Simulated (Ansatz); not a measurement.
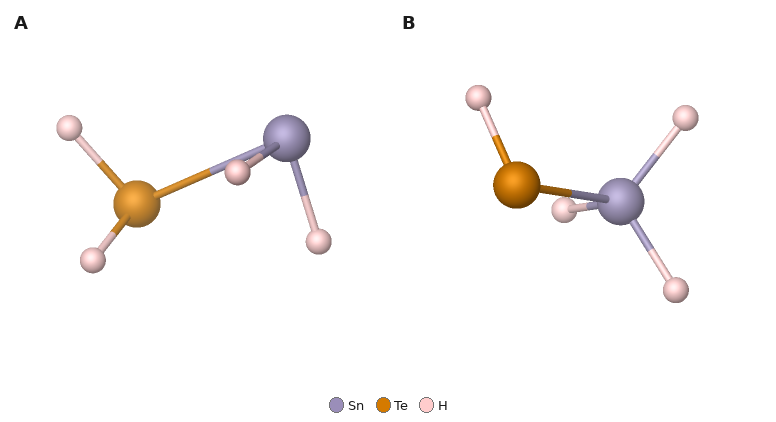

2 stationary structures of one formula. Geometries: PBE0-D4/def2-TZVP. Electronic energies: PBE-D4/def2-TZVPP (Ansatz 0.2.0), without zero-point energy. No frequency run is at hand to confirm each as a minimum.

Question: Which is lowest in energy, and by how much?

Answer: B is lowest; A lies 0.876 eV above it.

Give E(B) − E(A) in eV at these levels too: ωB97M-V/def2-TZVPP; r2SCAN-D4/def2-TZVPP; PBE0-D4/def2-TZVPP; B3LYP-D4/def2-TZVPP; PBE-D4/def2-TZVPP; PBE0-D4/def2-TZVP; RHF-CCSD(T) (frozen core)/def2-TZVPP.

| level | E(B) − E(A) (eV) |
| --- | --- |
| ωB97M-V/def2-TZVPP | −1.077 |
| r2SCAN-D4/def2-TZVPP | −1.034 |
| PBE0-D4/def2-TZVPP | −1.045 |
| B3LYP-D4/def2-TZVPP | −0.908 |
| PBE-D4/def2-TZVPP | −0.876 |
| PBE0-D4/def2-TZVP | −1.044 |
| RHF-CCSD(T) (frozen core)/def2-TZVPP | −1.105 |
